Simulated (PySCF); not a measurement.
# wB97X-V/STO-3G run of BH2Cl (SMILES BCl)

What is the energy change on altering one bond length of BH2Cl at wB97X-V/STO-3G? 

The calculation is run with PySCF 2.14.0.

10 further runs of the same task are left out: 10 set aside as unsound or not needed.

### Step 1. The structure to begin with

BH2Cl has 4 atoms, charge 0, and is taken as a singlet. As SMILES, `BCl`. Geometry: relaxed at PBE0-D4/def2-TZVP.

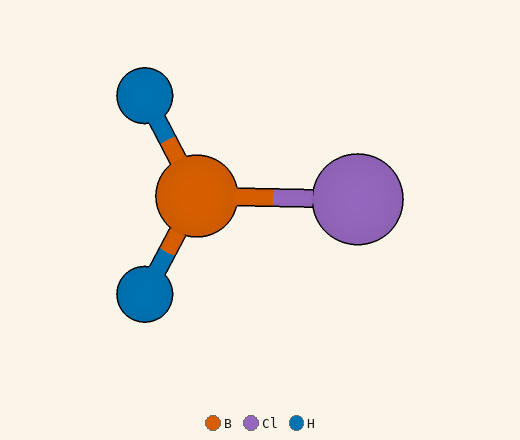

The structure, seen from a chosen angle (boron orange, chlorine purple, hydrogen blue).

### Step 2. The energy at wB97X-V/STO-3G

job.py

```python
from pyscf import gto, dft

system = gto.M(
    atom='''
B   -0.116700   0.021700  -0.075300
Cl   1.365000  -0.395300   0.721200
H   -1.106200  -0.559500   0.240400
H   -0.086600   0.872800  -0.906600
''',
    charge=0,
    verbose=3,
    basis='sto-3g',
    max_memory=1860,
)

mf = dft.RKS(system)
mf.xc = 'wb97x-v'
mf.grids.level = 5
mf.nlcgrids.level = 1
mf.conv_tol = 1e-10
mf.kernel()
if not mf.converged:
    mf = mf.newton().run(mf.mo_coeff, mf.mo_occ)

energy = mf.e_tot
print('Final energy', energy)
```

Started as:

```
OMP_NUM_THREADS=1 python job.py
```

Log:

```text
converged SCF energy = -480.886675248103
Final energy -480.8866752481025
```

Wall time 11 s (1 thread of Arm Neoverse V1, shared host); peak memory 0.18 GiB.

### Step 3. The distorted shape

start.xyz

```xyz
4
BClH2
B     -0.857556     0.230202    -0.473553
Cl     1.365000    -0.395300     0.721200
H     -1.847056    -0.350998    -0.157853
H     -0.827456     1.081302    -1.304853
```

input.py

```python
from pyscf import gto, dft

system = gto.M(
    atom='start.xyz',
    charge=0,
    verbose=4,
    max_memory=1860,
    basis='sto-3g',
)

calc0 = dft.RKS(system, xc='wb97x-v')
calc0.grids.level = 5
calc0.nlcgrids.level = 1
calc0.conv_tol = 1e-10
calc0.kernel()
if not calc0.converged:
    calc0 = calc0.newton().run(calc0.mo_coeff, calc0.mo_occ)

etot = calc0.e_tot
print('E = %.10f Eh' % etot)
```

Started as:

```
OMP_NUM_THREADS=1 python input.py
```

Log:

```text
PySCF version 2.14.0

[INPUT] num. atoms = 4
[INPUT] num. electrons = 24
[INPUT] charge = 0
[INPUT] spin (= nelec alpha-beta = 2S) = 0
[INPUT] symmetry False subgroup None
[INPUT] Mole.unit = angstrom
[INPUT] Symbol           X                Y                Z      unit          X                Y                Z       unit  Magmom
[INPUT]  1 B     -0.857556000000   0.230202000000  -0.473553000000 AA   -1.620545976478   0.435018733327  -0.894885475466 Bohr   0.0
[INPUT]  2 Cl     1.365000000000  -0.395300000000   0.721200000000 AA    2.579476160031  -0.747008737041   1.362870481036 Bohr   0.0
[INPUT]  3 H     -1.847056000000  -0.350998000000  -0.157853000000 AA   -3.490429976735  -0.663290090270  -0.298298937941 Bohr   0.0
[INPUT]  4 H     -0.827456000000   1.081302000000  -1.304853000000 AA   -1.563665220128   2.043364637944  -2.465814802817 Bohr   0.0

nuclear repulsion = 27.4026561157138
number of shells = 10
number of NR pGTOs = 48
number of NR cGTOs = 16
basis = sto-3g
ecp = {}

******** <class 'pyscf.dft.rks.RKS'> ********
method = RKS
initial guess = minao
damping factor = 0
level_shift factor = 0
DIIS = <class 'pyscf.scf.diis.CDIIS'>
diis_start_cycle = 1
diis_space = 8
diis_damp = 0
SCF conv_tol = 1e-10
SCF conv_tol_grad = None
SCF max_cycles = 50
direct_scf = True
direct_scf_tol = 1e-13
XC library pyscf.dft.libxc version 7.0.0
    S. Lehtola, C. Steigemann, M. J.T. Oliveira, and M. A.L. Marques.,  SoftwareX 7, 1–5 (2018)
XC functionals = wb97x-v
    N. Mardirossian and M. Head-Gordon.,  Phys. Chem. Chem. Phys. 16, 9904-9924 (2014)
radial grids:
    Treutler-Ahlrichs [JCP 102, 346 (1995); DOI:10.1063/1.469408] (M4) radial grids

becke partition: Becke, JCP 88, 2547 (1988); DOI:10.1063/1.454033
pruning grids: <function nwchem_prune>
grids dens level: 5
symmetrized grids: False
atomic radii adjust function: <function treutler_atomic_radii_adjust>
** Following is NLC and NLC Grids **
NLC functional = wb97x-v
radial grids:
    Treutler-Ahlrichs [JCP 102, 346 (1995); DOI:10.1063/1.469408] (M4) radial grids

becke partition: Becke, JCP 88, 2547 (1988); DOI:10.1063/1.454033
pruning grids: <function nwchem_prune>
grids dens level: 1
symmetrized grids: False
atomic radii adjust function: <function treutler_atomic_radii_adjust>
small_rho_cutoff = 0
Set gradient conv threshold to 1e-05
Initial guess from minao.
tot grids = 133288
tot grids = 16440
init E= -480.010761665219
  HOMO = -0.354085420070366  LUMO = 0.00247196423220342  gap/eV = 9.70242
cycle= 1 E= -480.620932120176  delta_E= -0.61  |g|= 0.312  |ddm|= 1.87
  HOMO = -0.145391628407249  LUMO = -0.0889575183552002  gap/eV = 1.53565
cycle= 2 E= -480.562872595494  delta_E= 0.0581  |g|= 0.623  |ddm|= 2.02
  HOMO = -0.246706743067824  LUMO = 0.0101005896945  gap/eV = 6.98808
cycle= 3 E= -480.741994031042  delta_E= -0.179  |g|= 0.042  |ddm|= 1.02
  HOMO = -0.29106028175667  LUMO = 0.0615405035376927  gap/eV = 9.59476
cycle= 4 E= -480.744372892149  delta_E= -0.00238  |g|= 0.0139  |ddm|= 0.147
  HOMO = -0.295933043633555  LUMO = 0.0598894516494755  gap/eV = 9.68242
cycle= 5 E= -480.744794810113  delta_E= -0.000422  |g|= 0.00588  |ddm|= 0.0676
  HOMO = -0.290952220430032  LUMO = 0.0572625757652373  gap/eV = 9.47541
cycle= 6 E= -480.744894993139  delta_E= -0.0001  |g|= 0.00156  |ddm|= 0.0501
  HOMO = -0.292652191419017  LUMO = 0.0578695919984378  gap/eV = 9.53818
cycle= 7 E= -480.744896579127  delta_E= -1.59e-06  |g|= 0.000202  |ddm|= 0.00336
  HOMO = -0.292675682606512  LUMO = 0.0578787692731579  gap/eV = 9.53907
cycle= 8 E= -480.744896680638  delta_E= -1.02e-07  |g|= 1.31e-05  |ddm|= 0.00159
  HOMO = -0.292667459333494  LUMO = 0.0578734830551535  gap/eV = 9.53870
cycle= 9 E= -480.744896680822  delta_E= -1.84e-10  |g|= 2.45e-06  |ddm|= 4.14e-05
  HOMO = -0.292668001813208  LUMO = 0.0578740620860452  gap/eV = 9.53874
cycle= 10 E= -480.744896680839  delta_E= -1.72e-11  |g|= 4.56e-07  |ddm|= 2.64e-05
  HOMO = -0.29266808814601  LUMO = 0.0578741096549503  gap/eV = 9.53874
Extra cycle  E= -480.74489668084  delta_E= -1.14e-13  |g|= 2.45e-07  |ddm|= 1.92e-06
converged SCF energy = -480.74489668084
E = -480.7448966808 Eh
```

It took 12 s on 1 thread of Arm Neoverse V1, shared host; peak memory 0.18 GiB.

### Step 4. Outcome

At wB97X-V/STO-3G:

```
                                                          quantity          value
                                         first shape: total energy  -480.88668 Eh
                                        first shape: dipole moment         1.12 D
                                          first shape: HOMO energy       -9.65 eV
                                          first shape: LUMO energy        3.17 eV
                                        first shape: HOMO–LUMO gap       12.83 eV
                                     distorted shape: total energy  -480.74490 Eh
                                    distorted shape: dipole moment         4.12 D
                                      distorted shape: HOMO energy       -7.96 eV
                                      distorted shape: LUMO energy        1.57 eV
                                    distorted shape: HOMO–LUMO gap        9.54 eV
energy change with the B1–Cl2 bond stretched from 1.733 to 2.600 Å       3.858 eV
```

In words: With the B1–Cl2 bond stretched from 1.733 to 2.600 Å the energy rises by 3.86 eV (372 kJ/mol). The first shape isn't relaxed at this level, so the change isn't measured from a minimum. The minimal basis adds a large error of its own. Mulliken charges (first shape) run from -0.17 on Cl2 to +0.20 on B1.
